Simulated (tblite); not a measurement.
# C2H6Cl3Si2: the cost of one run

The runs use tblite 0.8.0 and PySCF 2.14.0, with density-fitted response routines of our own; the level of theory stands in each step. All values are computed, except where a source is named. Atoms are numbered from 0 throughout.

## Step 1: Starting geometry

13 atoms, charge 0, multiplicity 2; geometry from: force field or distance geometry start.

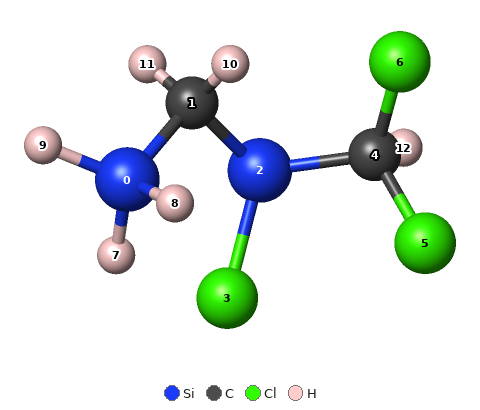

The starting geometry (silicon blue, carbon dark grey, chlorine green, hydrogen pink), atoms numbered; sticks join atoms by distance.

## Step 2: Relaxing the molecule with GFN2-xTB

The job: settings as JSON, then the geometry in Å.

```
{"job": {"kind": "relax", "xc": "GFN2-xTB", "basis": "xTB"}, "charge": 0, "multiplicity": 2}
Si    -2.017100     0.310400     0.330400
C     -0.496900     0.900300    -0.592300
Si     0.582100    -0.617600    -0.787700
Cl    -0.373100    -2.368100    -0.208100
C      2.236800    -0.450300     0.011500
Cl     2.434100    -1.485700     1.432500
Cl     2.667700     1.209900     0.424500
H     -2.200100    -1.101000    -0.043500
H     -1.764200     0.391300     1.773900
H     -3.222600     1.057600    -0.056200
H     -0.002400     1.682900     0.004500
H     -0.833200     1.276800    -1.573000
H      2.984400    -0.805900    -0.734200
```

Command:

```bash
OMP_NUM_THREADS=1 python probes_run.py task.json out
```

The driver reads the jobs from task.json and runs them one after another.

Q: Estimate the wall time of this first job on 1 thread of Arm Neoverse N1, shared host.

About 2.3 s.
